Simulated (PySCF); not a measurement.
System: BNH₄ (boranamine), SMILES BN.

Simulated rotational absorption lines between 10 and 1200 GHz at 20 K: rigid rotor with the equilibrium constants and dipole of one optimised conformer (PBE0-D3(BJ)/def2-SVP, PySCF 2.14.0), commonest isotopes; no centrifugal distortion, hyperfine structure, internal rotation or nuclear-spin weights; lines within 1 MHz of each other are summed. Lines of different type are drawn apart.

### What are the rotational constants, and what kind of rotor is it?

Rotational constants A, B, C = 136.7, 27.54, 22.92 GHz; Ray's κ = −0.92, a near-prolate asymmetric top.

### Which dipole components drive the lines?

|μa|, |μb|, |μc| = 2.23, 0.00, 0.00 D; a-type lines carry 100 % of the intensity in this range.

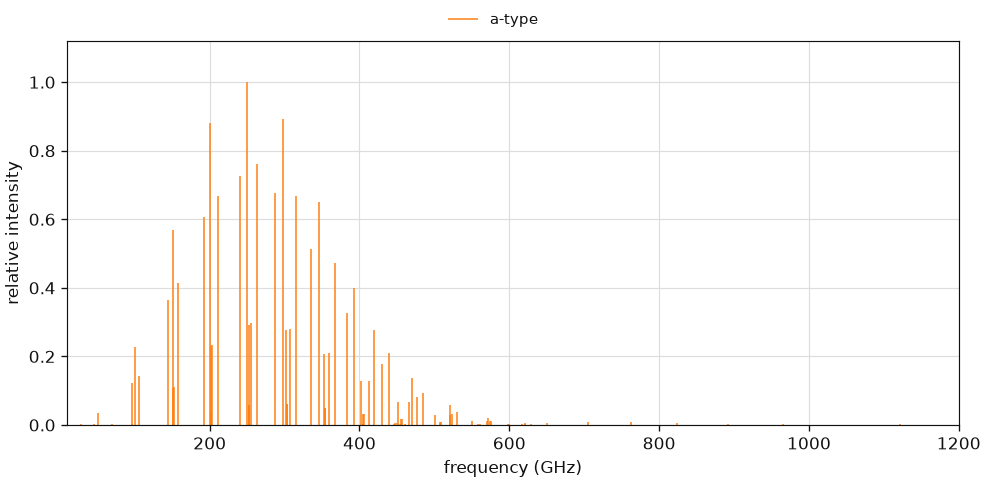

Known limits of this run: coarse grid, loose stop and no frequency check, small forces are noise and the end may be a saddle.
